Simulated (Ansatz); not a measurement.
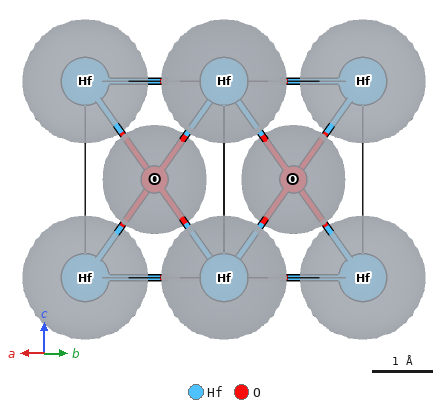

HfO$_{3}$. Isosurface of the valence charge density (pseudo) at 0.5 e/Å³ (grey), seen along [110]. Sticks mark near contacts.

Space group Pm-3m; a structure generated by program, which may or may not match a known phase.

Level of theory: Ansatz, DFT PBE, scalar-relativistic, plane waves, PAW.

Core electrons are frozen (PAW), and the valence fields are smoothed inside the atomic spheres.

```
CELL_PARAMETERS angstrom
3.32360 0.00000 0.00000
0.00000 3.32360 0.00000
0.00000 0.00000 3.32360
ATOMIC_POSITIONS crystal
Hf 0.00000 0.00000 0.00000
O 0.00000 0.50000 0.50000
O 0.50000 0.00000 0.50000
O 0.50000 0.50000 0.00000
```

Question: What does this surface tell about the bonding?

Answer: At this value the density breaks into separate islands; it holds about 85 % of the electrons treated as valence (semicore included). It bridges none of the near contacts. It is pinched off along the sampled Hf–O (2.35 Å) contacts. On the grid the lowest density along these lines, outside the cores, is 0.36 e/Å³ (Hf–O, 2.35 Å).
